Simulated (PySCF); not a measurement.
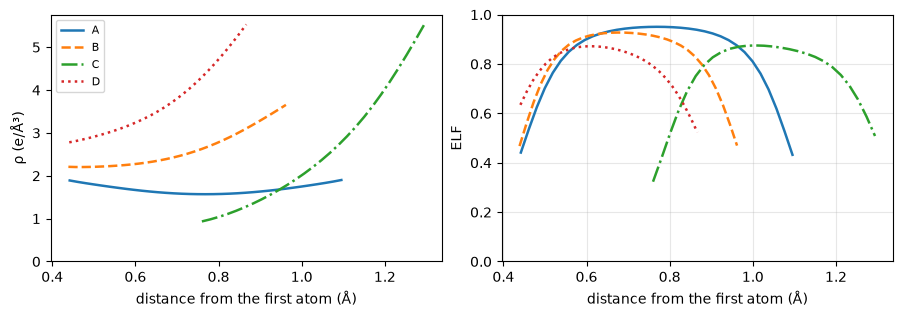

Figure. C$_{3}$H$_{9}$NO$_{2}$Si$_{2}$. Total electron density and ELF along straight lines between neighbouring atoms. The curves leave out the atomic cores.

Geometry: GFN2-xTB.

Theory: CAM-B3LYP/def2-SVPD, SCF density, gas phase (PySCF 2.14.0).

The calculation's input:

```
{"job": {"kind": "uv", "xc": "CAM-B3LYP", "basis": "def2-SVPD", "nstates": 8, "ntriplets": 3}, "charge": 0, "multiplicity": 1}
N      2.727737     0.558724     0.653079
C      2.081428    -0.574558     1.001196
O      2.504694    -1.322611     1.861882
Si     0.450829    -0.928431     0.070338
C     -1.164240    -0.411415     0.942448
C     -2.107862     0.101021    -0.157841
Si    -1.037186     0.873499    -1.533585
O      0.388964     0.136024    -1.184275
H      2.401728     1.103597    -0.125199
H      3.620075     0.778044     1.070260
H      0.425428    -2.286427    -0.467796
H     -0.958215     0.400117     1.644693
H     -1.635023    -1.206748     1.518757
H     -2.656173    -0.745143    -0.576866
H     -2.856766     0.774537     0.258410
H     -0.784524     2.305130    -1.393784
H     -1.407892     0.456667    -2.878756
```

Launched as:

```sh
OMP_NUM_THREADS=1 python probes_run.py task.json out
```

> Which curve belongs to which contact (C–C, C–N, C–O and Si–O)? The first atom named is at distance zero.

Curve A: C–C (1.54 Å): ρ at the midpoint is about 1.6 e/Å³; the ELF peaks at about 0.95 between the atoms; a covalent bond. Curve B: C–N (1.35 Å): the density is about 2.4 e/Å³ at the midpoint; the ELF peaks at about 0.95 between the atoms: localised, covalent bonding. Curve C: Si–O (1.64 Å): ρ is about 1.1 e/Å³ halfway; the ELF peaks at about 0.90 between the atoms, as expected for a shared but strongly polarised pair. Curve D: C–O (1.22 Å): ρ is about 3.3 e/Å³ halfway; the ELF peaks at about 0.85 between the atoms: a short, multiple covalent bond.
